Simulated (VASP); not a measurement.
Band structure of NaCl (rock salt). These are RPBE GGA, VASP's PBE PAW potentials (set 64) (plane waves; VASP) values and carry that method's errors.

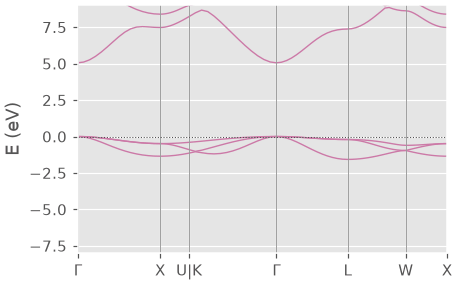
Fig. 1. Bands along high-symmetry lines, zero at the valence-band maximum or, without a gap, the Fermi level

### Question
Read the plot: is there a gap, and where are the band edges?

### Answer
The gap is direct, 5.06 eV, from the valence maximum at Γ to the conduction minimum at Γ. (Edges off the drawn lines would not show.)

Measured: gap 8.97 eV (computed value off by -3.91 eV), as given by Wei Chen et al., Physical Review Materials (2018), doi:10.1103/physrevmaterials.2.073803.

The compound is NaCl in the rock salt structure. It was relaxed first, which changed the volume by +11 %.
